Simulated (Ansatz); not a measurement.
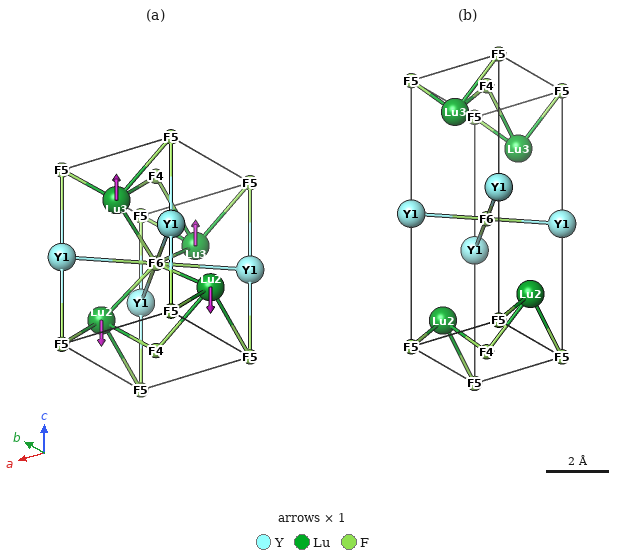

The structure of crystalline YLu₂F₃ (a generated structure, set up in P-4m2) (coarse preliminary run) before (left) and after (right) a relaxation, at one scale. The purple arrows give the displacements (the part carried along by the change of the cell is left out), at their true length.

The picture is a ball-and-stick view of the cell of the calculation, seen from a free direction.

Method: DFT PBE, scalar-relativistic, plane waves, PAW in Ansatz.

The input:
```yaml
crystal:
  lattice:
    - [4.38646705, 0.0, 0.0]
    - [0.0, 4.38646705, 0.0]
    - [0.0, 0.0, 6.24665558]
  atoms:
    - { symbol: "Y", position: [0.0, 0.0, 0.5] }
    - { symbol: Lu, position: [0.0, 0.5, 0.26791] }
    - { symbol: Lu, position: [0.5, 0.0, 0.73209] }
    - { symbol: F, position: [0.5, 0.5, 0.0] }
    - { symbol: F, position: [0.0, 0.0, 0.0] }
    - { symbol: F, position: [0.5, 0.5, 0.5] }
basis:
  ecutwfc: 420
kpoints:
  mp_grid: { grid: [4, 4, 4] }
hamiltonian:
  xc: pbe
scf:
  occupations: { method: gaussian, width: 0.1 }
  lower_state_search: "off"
output:
  forces: true
  stress: true
  eigenvalues: true
relax:
  adjacent_minimum: "off"
  f_tol: 0.04
  max_steps: 70
  cell: { stress_tol: 0.4 }
```

Launched with:
```bash
ansatz run input.yaml --threads 1 --pin off --max-ram 2560MiB --backend cpu --events-out ev --progress --plain --runs-dir out
```

### Describe what moved and what it gained.

The largest moves relative to the cell, 0.96 Å, are those of Lu2 and Lu3. Lu3 goes along +c. Y and F stay in place. The drawn cell changes as follows: a = b 4.386 → 3.515 Å (−19.9 %), c 6.247 → 9.539 Å (+52.7 %); the volume changes by −1.9 %. Among the contacts that change: Y1–F5 3.123 → 4.770 Å, Y1–Lu2 2.629 → 3.627 Å, Lu2–F6 2.629 → 3.627 Å, Y1–Y1 4.386 → 3.515 Å. Bonds break, among them: Lu2–F6 (2.63 → 3.63 Å), Lu3–F6 (2.63 → 3.63 Å). Bond angles that change, for instance: F4–Lu2–F4 105.3° → 95.5°, Lu2–F4–Lu2 105.3° → 95.5°, F4–Lu2–F5 68.4° → 63.1°. The space group stays P-4m2 (No. 115). The energy falls by 1287 meV per atom in 19 accepted moves (23 points after the start). The largest force component goes from 3.2 to 0.0079 eV/Å. The pressure goes from −0.13 to 0.02 GPa. The line search rejected the trial step at point 10 of the run. The SCF was repeated 3 times at an unchanged geometry on a basis and grid sized afresh for the cell, which shifted the energy by 138 meV per atom at most.
